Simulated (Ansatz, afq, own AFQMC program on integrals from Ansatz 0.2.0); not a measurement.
# SiH₃O (doublet): AFQMC on the coupled-cluster ladder at distance O1–H3 along a hydrogen transfer = 1.115 Å, cc-pVTZ

Aim: compute SiH₃O (doublet) with auxiliary-field quantum Monte Carlo on the same integrals as coupled cluster, and set the energies side by side.

Method: cc-pVTZ, frozen cores; program: Ansatz 0.2.0, Gaussian basis, and an in-house AFQMC program (afq) on its integrals; all values are calculated.

The runs, in order: PBE (unrestricted); CCSD(T) on UHF; r2SCAN (unrestricted); PBE0 (unrestricted); B3LYP (unrestricted); wB97M-V (unrestricted); B2PLYP (unrestricted); CCSD(T) on UHF; CCSD(T) on UHF; Phaseless AFQMC, CISD trial on UHF.

### 1 The system

The geometry derives from fragments relaxed apart (PBE0/def2-TZVP) and kept rigid, so it is no stationary point. A hydrogen atom is moved between rigid fragments.

5 atoms, charge 0, spin multiplicity 2.

Atoms are counted from 1 here; the program's logs count them from 0.

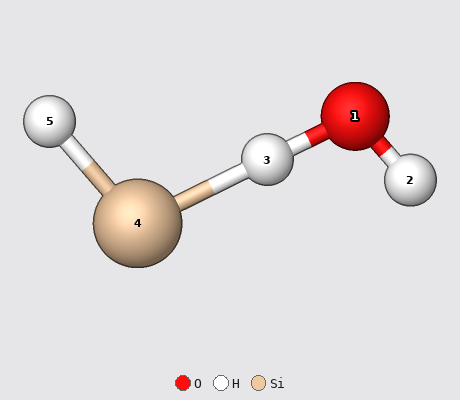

The geometry (oxygen red, hydrogen white, silicon light orange); atoms are numbered from 1 in the order of the file.

### 2 PBE (unrestricted)

in.yaml

```yaml
crystal:
  periodic: [false, false, false]
  atoms:
    - {symbol: O, position_ang: [-1.733380, 0.011831, 0.000000]}
    - {symbol: H, position_ang: [-1.982690, 0.938406, 0.000000]}
    - {symbol: H, position_ang: [-0.618380, 0.011831, 0.000000]}
    - {symbol: Si, position_ang: [1.029620, 0.011831, 0.000000]}
    - {symbol: H, position_ang: [1.426054, -1.467683, 0.000000]}
basis:
  gaussian: {orbitals: cc-pVTZ}
magnetization: {spin_polarized: true, initial_magnetization: 1}
hamiltonian: {xc: {name: PBE}}
output: {orbitals: {seedname: orbitals}}
```

The run is started by

```console
> ansatz run in.yaml --threads 1 --pin off --events-out ev --progress --plain --max-ram 5632MiB --backend cpu
```

The log of the run:

```text
Functional definition: PBE
  name "PBE"
  cite "Perdew, Burke & Ernzerhof, Phys. Rev. Lett. 77, 3865 (1996) doi:10.1103/PhysRevLett.77.3865"
  parent pbe
  parameter kappa = 0.804
  parameter beta = 0.06672455060314922
  exchange = pbe_x(kappa = kappa, mu = beta*pi^2/3)
  correlation = pbe_c(beta = beta)
622 factors; their error is unknown
mean field evaluation 1: about -9956.5673 eV, gradient 4.7e1 eV
mean field evaluation 2: about -9782.9181 eV, gradient 1.4e2 eV
mean field evaluation 4: about -9958.8805 eV, gradient 3.0e1 eV
mean field evaluation 8: about -9964.6416 eV, gradient 1.3e-1 eV
mean field evaluation 16: about -9964.6137 eV, gradient 3.4e-4 eV
mean field evaluation 32: about -9964.0073 eV, gradient 1.1e1 eV
mean field evaluation 64: about -9961.3719 eV, gradient 1.3e0 eV
mean field -9964.61369468 eV, -366.1927990219 hartree, gradient 5.7e-6 eV, S^2 0.754944; 9 other end points of the search recorded, 0 dependent functions left out
reference -9964.61372474 eV, -366.1928001265 hartree; 13, 12 occupied and 93, 94 virtual orbitals, 622 factors
Total energy: -9964.61372474 eV, -366.1928001265 hartree
```

It took 8 s on 1 thread of AMD EPYC 7R13 (Zen 3), shared host; peak memory 1.9 GiB.

From the report: ⟨S²⟩ of the determinant 0.755 (pure doublet: 0.75).

### 3 CCSD(T) on UHF

in.yaml, as its differences from that of step 2:

```diff
@@ -11,3 +11,2 @@
 magnetization: {spin_polarized: true, initial_magnetization: 1}
-hamiltonian: {xc: {name: PBE}}
-output: {orbitals: {seedname: orbitals}}
+correlation: {method: ccsd_t, electrons: outside_noble_gas, hamiltonian_folder: ham}
```

The run is started by

```console
> ansatz run in.yaml --threads 1 --pin off --events-out ev --progress --plain --max-ram 16896MiB --backend cuda --devices 0, --max-vram 18GiB
```

The log of the run, shortened:

```text
Functional definition: HF
  name "HF"
  cite "Fock, Z. Phys. 61, 126 (1930) doi:10.1007/BF01340294"
  parent pbe
[...]
625 factors; integrals over basis functions are off by at most 1.2e-3 eV
[...]
mean field -9944.11592336 eV, -365.4395198198 hartree, gradient 4.1e-6 eV, S^2 0.962195; 19 other end points of the search recorded, 0 dependent functions left out
determinant -9944.11592336 eV, -365.4395198198 hartree, with singles and doubles -9954.71475354 eV, -365.8290196446 hartree
determinant -9944.09747963 eV, -365.4388420249 hartree, with singles and doubles -9954.77296437 eV, -365.8311588533 hartree
determinant -9943.98603553 eV, -365.4347465298 hartree, with singles and doubles -9954.51504141 eV, -365.8216803593 hartree
determinant -9943.88975131 eV, -365.4312081500 hartree, with singles and doubles -9954.62685736 eV, -365.8257895194 hartree
[...]
determinant -9943.98603553 eV, -365.4347465298 hartree, with singles and doubles -9954.45581068 eV, -365.8195036701 hartree
determinant -9943.88975131 eV, -365.4312081500 hartree, with singles and doubles -9954.61896020 eV, -365.8254993044 hartree
determinant -9943.87382623 eV, -365.4306229143 hartree, with singles and doubles -9954.46377280 eV, -365.8197962724 hartree
determinant -9943.86047431 eV, -365.4301322402 hartree, with singles and doubles -9954.48628122 eV, -365.8206234417 hartree
6 core orbitals not correlated: weight in the atoms' cores, before any rotation towards them, 1.000 or more for the frozen orbitals, at most 0.000 for the correlated occupied ones
reference -9944.09747963 eV, -365.4388420249 hartree; 7, 6 occupied and 93, 94 virtual orbitals, 625 factors
second order -9.81961000 eV of doubles, -0.00000000 eV of singles
cycle   1  -10.56088841 eV  change   -1.6e-6 eV  update   3.4e-6
perturbative correction -0.38216986 eV, -0.0140444834 hartree
Total energy: -9955.04053791 eV, -365.8409919992 hartree
```

Run time: 30 s. Hardware: 1 × NVIDIA H100 80GB HBM3 with 1 thread of AMD EPYC 7R13 (Zen 3), shared host; peak host memory 1.9 GiB.

From the report: ⟨S²⟩ of the determinant 0.793 (pure doublet: 0.75); correlation -10.9431 eV; T1 0.020; largest double amplitude 0.07.

This run also writes the integrals to the folder ham.

### 4 r2SCAN (unrestricted)

in.yaml, as its differences from that of step 3:

```diff
@@ -11,2 +11,2 @@
 magnetization: {spin_polarized: true, initial_magnetization: 1}
-correlation: {method: ccsd_t, electrons: outside_noble_gas, hamiltonian_folder: ham}
+hamiltonian: {xc: {name: r2SCAN}}
```

The run is started by

```console
> ansatz run in.yaml --threads 1 --pin off --events-out ev --progress --plain --max-ram 5632MiB --backend cpu
```

The log of the run, shortened:

```text
Functional definition: r2SCAN
  name "r2SCAN"
  cite "Furness, Kaplan, Ning, Perdew & Sun, J. Phys. Chem. Lett. 11, 8208 (2020) doi:10.1021/acs.jpclett.0c02405"
  cite "Furness, Kaplan, Ning, Perdew & Sun, J. Phys. Chem. Lett. 11, 9248 (2020) doi:10.1021/acs.jpclett.0c03077"
  parent r2scan
[...]
622 factors; their error is unknown
[...]
mean field -9968.97282066 eV, -366.3529939467 hartree, gradient 2.5e-6 eV, S^2 0.761084; 9 other end points of the search recorded, 0 dependent functions left out
reference -9968.97283154 eV, -366.3529943467 hartree; 13, 12 occupied and 93, 94 virtual orbitals, 622 factors
Total energy: -9968.97283154 eV, -366.3529943467 hartree
```

Wall time 31 s (1 thread of AMD EPYC 7R13 (Zen 3), shared host); peak memory 1.9 GiB.

From the report: ⟨S²⟩ of the determinant 0.761 (pure doublet: 0.75).

### 5 PBE0 (unrestricted)

in.yaml, as its differences from that of step 4:

```diff
@@ -11,2 +11,3 @@
 magnetization: {spin_polarized: true, initial_magnetization: 1}
-hamiltonian: {xc: {name: r2SCAN}}
+hamiltonian: {xc: {name: PBE0}}
+output: {orbitals: {seedname: orbitals}}
```

Launched as before.

The log of the run:

```text
Functional definition: PBE0
  name "PBE0"
  cite "Adamo & Barone, J. Chem. Phys. 110, 6158 (1999) doi:10.1063/1.478522"
  cite "Perdew, Burke & Ernzerhof, Phys. Rev. Lett. 77, 3865 (1996) doi:10.1103/PhysRevLett.77.3865"
  parent pbe
  parameter a = 0.25
  parameter kappa = 0.804
  parameter beta = 0.06672455060314922
  exchange = (1 - a)*pbe_x(kappa = kappa, mu = beta*pi^2/3) + a*exact_x
  correlation = pbe_c(beta = beta)
631 factors; their error is unknown
mean field evaluation 1: about -9959.1433 eV, gradient 4.0e1 eV
mean field evaluation 2: about -9871.8698 eV, gradient 1.1e2 eV
mean field evaluation 4: about -9965.0810 eV, gradient 2.9e0 eV
mean field evaluation 8: about -9965.1400 eV, gradient 1.1e-1 eV
mean field evaluation 16: about -9965.1711 eV, gradient 1.2e-4 eV
mean field evaluation 32: about -9964.9666 eV, gradient 1.8e0 eV
mean field -9965.17106802 eV, -366.2132821143 hartree, gradient 3.3e-6 eV, S^2 0.759452; 2 other end points of the search recorded, 0 dependent functions left out
reference -9965.17109091 eV, -366.2132829553 hartree; 13, 12 occupied and 93, 94 virtual orbitals, 631 factors
Total energy: -9965.17109091 eV, -366.2132829553 hartree
```

Wall time 4 s (1 thread of AMD EPYC 7R13 (Zen 3), shared host); peak memory 1.9 GiB.

From the report: ⟨S²⟩ of the determinant 0.759 (pure doublet: 0.75).

### 6 B3LYP (unrestricted)

in.yaml, as its differences from that of step 5:

```diff
@@ -11,3 +11,2 @@
 magnetization: {spin_polarized: true, initial_magnetization: 1}
-hamiltonian: {xc: {name: PBE0}}
-output: {orbitals: {seedname: orbitals}}
+hamiltonian: {xc: {name: B3LYP}}
```

The command is unchanged.

The log of the run, shortened:

```text
Functional definition: B3LYP
  name "B3LYP"
  cite "Stephens, Devlin, Chabalowski & Frisch, J. Phys. Chem. 98, 11623 (1994) doi:10.1021/j100096a001"
  cite "Becke, Phys. Rev. A 38, 3098 (1988) doi:10.1103/PhysRevA.38.3098"
  cite "Lee, Yang & Parr, Phys. Rev. B 37, 785 (1988) doi:10.1103/PhysRevB.37.785"
  cite "Vosko, Wilk & Nusair, Can. J. Phys. 58, 1200 (1980) doi:10.1139/p80-159"
[...]
631 factors; their error is unknown
[...]
mean field -9971.53997564 eV, -366.4473351521 hartree, gradient 8.2e-6 eV, S^2 0.756770; 5 other end points of the search recorded, 0 dependent functions left out
reference -9971.54016942 eV, -366.4473422735 hartree; 13, 12 occupied and 93, 94 virtual orbitals, 631 factors
Total energy: -9971.54016942 eV, -366.4473422735 hartree
```

Run time: 6.5 s. Hardware: 1 thread of AMD EPYC 7R13 (Zen 3), shared host; peak memory 1.9 GiB.

From the report: ⟨S²⟩ of the determinant 0.757 (pure doublet: 0.75).

### 7 wB97M-V (unrestricted)

in.yaml, as its differences from that of step 6:

```diff
@@ -11,2 +11,3 @@
 magnetization: {spin_polarized: true, initial_magnetization: 1}
-hamiltonian: {xc: {name: B3LYP}}
+hamiltonian: {xc: {name: wB97M-V}}
+output: {orbitals: {seedname: orbitals}}
```

Launched as before.

The log of the run, shortened:

```text
Functional definition: wB97M-V
  name "wB97M-V"
  cite "Mardirossian & Head-Gordon, J. Chem. Phys. 144, 214110 (2016) doi:10.1063/1.4952647"
  cite "Becke, J. Chem. Phys. 107, 8554 (1997) doi:10.1063/1.475007"
  cite "Vydrov & Van Voorhis, J. Chem. Phys. 133, 244103 (2010) doi:10.1063/1.3521275"
  # Of w^i u^j: cxij and so on, Table III.
[...]
  gx(w, u) = 1 - cx + cx01*u + cx10*w
  gss(w, u) = css00 + css04*u^4 + css10*w + css20*w^2 + css43*w^4*u^3
  gos(w, u) = cos00 + cos10*w + (cos20 + cos21*u)*w^2 + (cos60 + cos61*u)*w^6
[...]
      + integral(e_c_pw_mod_opposite_spin*gos(b97_w_opposite, b97_u_opposite)) + vv10(b, c)
631 factors; their error is unknown
142 factors; integrals over basis functions are off by at most 3.0e-5 eV
[...]
mean field -9969.23852187 eV, -366.3627582862 hartree, gradient 6.7e-6 eV, S^2 0.755015; 1 other end points of the search recorded, 0 dependent functions left out
reference -9969.23855759 eV, -366.3627595987 hartree; 13, 12 occupied and 93, 94 virtual orbitals, 631 factors
Total energy: -9969.23855759 eV, -366.3627595987 hartree
```

Run time: 13 s. Hardware: 1 thread of AMD EPYC 7R13 (Zen 3), shared host; peak memory 1.9 GiB.

From the report: ⟨S²⟩ of the determinant 0.755 (pure doublet: 0.75).

### 8 B2PLYP (unrestricted)

in.yaml, as its differences from that of step 7:

```diff
@@ -11,3 +11,3 @@
 magnetization: {spin_polarized: true, initial_magnetization: 1}
-hamiltonian: {xc: {name: wB97M-V}}
-output: {orbitals: {seedname: orbitals}}
+hamiltonian: {xc: {name: B2PLYP}}
+correlation: {electrons: outside_noble_gas}
```

Launched as before.

The log of the run, shortened:

```text
Functional definition: B2PLYP
  name "B2PLYP"
  cite "Grimme, J. Chem. Phys. 124, 034108 (2006) doi:10.1063/1.2148954"
  cite "Becke, Phys. Rev. A 38, 3098 (1988) doi:10.1103/PhysRevA.38.3098"
  cite "Lee, Yang & Parr, Phys. Rev. B 37, 785 (1988) doi:10.1103/PhysRevB.37.785"
[...]
625 factors; integrals over basis functions are off by at most 1.2e-3 eV
[...]
mean field -9962.82706500 eV, -366.1271415921 hartree, gradient 4.2e-6 eV, S^2 0.766816; 5 other end points of the search recorded, 0 dependent functions left out
6 core orbitals not correlated: weight in the atoms' cores, before any rotation towards them, 1.000 or more for the frozen orbitals, at most 0.000 for the correlated occupied ones
reference -9962.82718859 eV, -366.1271461338 hartree; 7, 6 occupied and 93, 94 virtual orbitals, 625 factors
second order -12.05820263 eV of doubles, -0.00000000 eV of singles
Total energy: -9966.08290330 eV, -366.2467914426 hartree
```

It took 7.5 s on 1 thread of AMD EPYC 7R13 (Zen 3), shared host; peak memory 1.9 GiB.

From the report: ⟨S²⟩ of the determinant 0.767 (pure doublet: 0.75).

### 9 CCSD(T) on UHF

in.yaml, as its differences from that of step 8:

```diff
@@ -9,5 +9,4 @@
 basis:
-  gaussian: {orbitals: cc-pVTZ}
+  gaussian: {orbitals: def2-TZVPP}
 magnetization: {spin_polarized: true, initial_magnetization: 1}
-hamiltonian: {xc: {name: B2PLYP}}
-correlation: {electrons: outside_noble_gas}
+correlation: {method: ccsd_t, electrons: outside_noble_gas}
```

The run is started by

```console
> ansatz run in.yaml --threads 1 --pin off --events-out ev --progress --plain --max-ram 16896MiB --backend cuda --devices 0, --max-vram 18GiB
```

The log of the run, shortened:

```text
Functional definition: HF
  name "HF"
  cite "Fock, Z. Phys. 61, 126 (1930) doi:10.1007/BF01340294"
  parent pbe
[...]
684 factors; integrals over basis functions are off by at most 1.4e-3 eV
[...]
mean field -9944.13052658 eV, -365.4400564782 hartree, gradient 5.5e-6 eV, S^2 0.959484; 19 other end points of the search recorded, 0 dependent functions left out
determinant -9944.13052658 eV, -365.4400564782 hartree, with singles and doubles -9954.72618672 eV, -365.8294398062 hartree
determinant -9944.11307272 eV, -365.4394150607 hartree, with singles and doubles -9954.78466708 eV, -365.8315889199 hartree
determinant -9943.98943123 eV, -365.4348713196 hartree, with singles and doubles -9954.50218559 eV, -365.8212079164 hartree
determinant -9943.89419250 eV, -365.4313713606 hartree, with singles and doubles -9954.62113827 eV, -365.8255793467 hartree
[...]
determinant -9943.98943123 eV, -365.4348713196 hartree, with singles and doubles -9954.44698577 eV, -365.8191793605 hartree
determinant -9943.89419250 eV, -365.4313713606 hartree, with singles and doubles -9954.62897688 eV, -365.8258674106 hartree
determinant -9943.87186208 eV, -365.4305507331 hartree, with singles and doubles -9954.45489453 eV, -365.8194700020 hartree
determinant -9943.85774697 eV, -365.4300320124 hartree, with singles and doubles -9954.47808391 eV, -365.8203221960 hartree
6 core orbitals not correlated: weight in the atoms' cores, before any rotation towards them, 1.000 or more for the frozen orbitals, at most 0.000 for the correlated occupied ones
reference -9944.11307272 eV, -365.4394150607 hartree; 7, 6 occupied and 102, 103 virtual orbitals, 684 factors
second order -9.81597691 eV of doubles, -0.00000000 eV of singles
cycle   1  -10.55716274 eV  change   -2.1e-6 eV  update   3.6e-6
perturbative correction -0.38337376 eV, -0.0140887257 hartree
Total energy: -9955.05360922 eV, -365.8414723613 hartree
```

It took 42 s on 1 × NVIDIA H100 80GB HBM3 with 1 thread of AMD EPYC 7R13 (Zen 3), shared host; peak host memory 1.9 GiB.

From the report: ⟨S²⟩ of the determinant 0.794 (pure doublet: 0.75); correlation -10.9405 eV; T1 0.021; largest double amplitude 0.07.

### 10 CCSD(T) on UHF

in.yaml, as its differences from that of step 9:

```diff
@@ -9,3 +9,3 @@
 basis:
-  gaussian: {orbitals: def2-TZVPP}
+  gaussian: {orbitals: "def2-QZVPP.json"}
 magnetization: {spin_polarized: true, initial_magnetization: 1}
```

Same command.

The log of the run, shortened:

```text
Functional definition: HF
  name "HF"
  cite "Fock, Z. Phys. 61, 126 (1930) doi:10.1007/BF01340294"
  parent pbe
[...]
1307 factors; integrals over basis functions are off by at most 9.8e-4 eV
[...]
mean field -9944.47822147 eV, -365.4528340294 hartree, gradient 4.1e-6 eV, S^2 0.959284; 21 other end points of the search recorded, 0 dependent functions left out
determinant -9944.47822147 eV, -365.4528340294 hartree, with singles and doubles -9955.82882155 eV, -365.8699608888 hartree
determinant -9944.46104802 eV, -365.4522029171 hartree, with singles and doubles -9955.89140186 eV, -365.8722606729 hartree
determinant -9944.32568460 eV, -365.4472284031 hartree, with singles and doubles -9955.56755270 eV, -365.8603594358 hartree
determinant -9944.23231696 eV, -365.4437972054 hartree, with singles and doubles -9955.70237296 eV, -365.8653139888 hartree
[...]
determinant -9944.32568460 eV, -365.4472284031 hartree, with singles and doubles -9955.39623466 eV, -365.8540636138 hartree
determinant -9944.23231696 eV, -365.4437972054 hartree, with singles and doubles -9955.60763978 eV, -365.8618326085 hartree
determinant -9944.20486577 eV, -365.4427883930 hartree, with singles and doubles -9955.40428444 eV, -365.8543594377 hartree
determinant -9944.18990425 eV, -365.4422385671 hartree, with singles and doubles -9955.42834127 eV, -365.8552435099 hartree
6 core orbitals not correlated: weight in the atoms' cores, before any rotation towards them, 1.000 or more for the frozen orbitals, at most 0.000 for the correlated occupied ones
reference -9944.46104802 eV, -365.4522029171 hartree; 7, 6 occupied and 204, 205 virtual orbitals, 1307 factors
second order -10.58631584 eV of doubles, -0.00000000 eV of singles
cycle   1  -11.18902038 eV  change   -1.3e-6 eV  update   4.3e-6
perturbative correction -0.44273480 eV, -0.0162702037 hartree
Total energy: -9956.09280320 eV, -365.8796620356 hartree
```

Run time: 66 s. Hardware: 1 × NVIDIA H100 80GB HBM3 with 1 thread of AMD EPYC 7R13 (Zen 3), shared host; peak host memory 1.9 GiB.

From the report: ⟨S²⟩ of the determinant 0.794 (pure doublet: 0.75); correlation -11.6318 eV; T1 0.021; largest double amplitude 0.06.

### 11 Phaseless AFQMC, CISD trial on UHF

It reads the integrals that the CCSD(T) run on this determinant wrote.

The run is started by

```console
> afq ham --method phaseless --trial cisd --walkers 900 --populations 20 --least-time 60 --time-step 0.005 --steps-per-block 50 --equilibration-blocks 28 --max-blocks 4000 --target-error 0.00021 --factor-cut 1e-05 --start spin_pure --seed 8804 --release-times 0.24,0.51,0.99,1.62,2.4 --release-step 0.03 --release-every 3 --taylor-order 6
```

The log of the run:

```text
orbitals 100  electrons 7 6  factors 619 of 625
reference energy -365.43884202 Eh
CCSD correlation -0.38810568 Eh in 15 cycles, weight of the determinant in the CISD state 0.8539
energy of the start -365.823761 Eh
 block  time / (1/Eh)  mean weight  energy / Eh
     1     0.250  1.0005  -365.821848
     2     0.500  1.0010  -365.828522
     3     0.750  0.9992  -365.833107
     4     1.000  0.9999  -365.833811
     5     1.250  1.0002  -365.836924
     6     1.500  0.9987  -365.840439
     7     1.750  1.0005  -365.844461
     8     2.000  1.0003  -365.841868
     9     2.250  1.0004  -365.840018
    10     2.500  0.9999  -365.839841
    13     3.250  1.0004  -365.840674
    17     4.250  0.9995  -365.841530
    21     5.250  0.9997  -365.841437
    25     6.250  1.0002  -365.841165
    29     7.250  0.9989  -365.845919
    33     8.250  0.9996  -365.839404
    37     9.250  0.9990  -365.841891
    41    10.250  0.9988  -365.838576
    45    11.250  0.9988  -365.839959
    49    12.250  1.0010  -365.840269
    53    13.250  1.0006  -365.840431
    57    14.250  1.0000  -365.840279
    61    15.250  0.9998  -365.839775
    65    16.250  1.0002  -365.841438
    69    17.250  1.0007  -365.835148
    73    18.250  0.9994  -365.843281
    77    19.250  1.0001  -365.840000
    81    20.250  0.9997  -365.844685
    85    21.250  0.9994  -365.842655
    89    22.250  1.0006  -365.846485
    93    23.250  1.0004  -365.841302
    97    24.250  1.0002  -365.843591
   101    25.250  1.0001  -365.839162
   105    26.250  1.0017  -365.841481
   109    27.250  1.0009  -365.839577
   113    28.250  0.9999  -365.842722
   117    29.250  1.0006  -365.838234
   121    30.250  0.9999  -365.838703
   125    31.250  0.9996  -365.838591
   129    32.250  1.0007  -365.841602
   133    33.250  0.9984  -365.841395
   137    34.250  0.9993  -365.838990
   141    35.250  1.0001  -365.842997
   145    36.250  0.9997  -365.840745
   149    37.250  0.9997  -365.838974
   153    38.250  0.9992  -365.837959
   157    39.250  1.0012  -365.840957
   161    40.250  0.9990  -365.841671
   165    41.250  1.0011  -365.838806
   169    42.250  0.9998  -365.842406
error from the spread of 20 populations
released: time / (1/Eh)  energy / Eh  error  mean overlap
  0.24  -365.841824  0.000237  0.9969
  0.51  -365.841792  0.000240  0.9937
  0.99  -365.842964  0.000343  0.9790
  1.62  -365.843295  0.000400  0.9620
  2.40  -365.842735  0.000479  0.9413
energy -365.841213 +/- 0.000191 Eh
```

Wall time 3.9 min (1 × NVIDIA H100 80GB HBM3 with 2 threads of AMD EPYC 7R13 (Zen 3), shared host); peak host memory 1.9 GiB.

Energy -9955.0466 ± 0.0052 eV. Caveats: constraint bias not in the error.

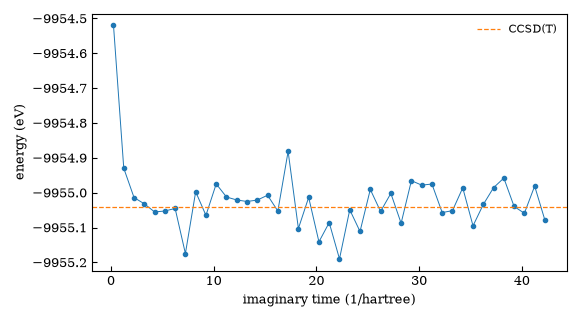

Block energies along the walk.

### 12 AFQMC on the ladder

On the UHF determinant, counted from CCSD(T) (a yardstick, not exact):

```
                                               level  energy (eV)  from CCSD(T) (meV)  statistical error (meV)     time
                                                  HF   -9944.0975            +10943.1                                  
                                                 MP2   -9953.9171             +1123.4                                  
                                                CCSD   -9954.6584              +382.2                                  
                                             CCSD(T)   -9955.0405                 0.0                                  
Phaseless AFQMC, CISD trial, step 0.005, 900 walkers   -9955.0466                -6.0                      5.2  3.9 min
```

The functionals' totals stand on their own zeros and serve differences with other points: PBE -9964.614 eV; r2SCAN -9968.973 eV; PBE0 -9965.171 eV; B3LYP -9971.540 eV; wB97M-V -9969.239 eV; B2PLYP -9966.083 eV.

### 13 Summary of results

| quantity | value |
| --- | --- |
| Phaseless AFQMC, CISD trial on UHF from CCSD(T) | -6.0 ± 5.2 meV |

On UHF the phaseless walk with the CISD trial lies -6.0 meV from CCSD(T), within three error bars. Error bars are statistical and leave out the constraint, the time step and what remains of the start.
